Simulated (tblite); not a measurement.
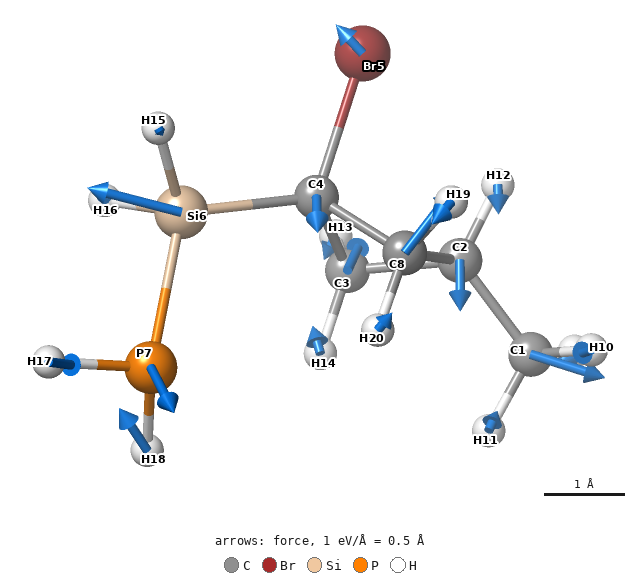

Starting geometry of C5H12BrPSi with the computed forces as blue arrows. The picture is a ball-and-stick view, seen at a tilt.

Level of theory: tblite, GFN2-xTB geometry optimisation, gas phase. 

Q: Is this structure relaxed? If not, where do the atoms go?

A: It isn't relaxed: the largest force vector, on the Si atom, is 2.47 eV/Å. The final displacements have little in common with the starting forces (cosine between the two patterns 0.19). The atom that moves furthest after the best rigid fit is an H atom (1.40 Å). By element the largest moves are H 1.40 Å, P 0.93 Å, Br 0.89 Å, C 0.82 Å, Si 0.25 Å. Some distances before and after: Br–C 2.882 → 3.655 Å, C–Si 1.834 → 1.910 Å, H–P 1.454 → 1.380 Å, Br–C 1.935 → 1.980 Å. Among the angles between lasting bonds that change: H–P–H 109.2° → 92.3°, Si–P–H 108.1° → 93.7°, Si–P–H 110.1° → 95.8°. Groups turn about C–C by about 35°, C–C by about 35°, C–C by about 35°. The energy falls by 138.0 kJ/mol in 153 geometry steps.
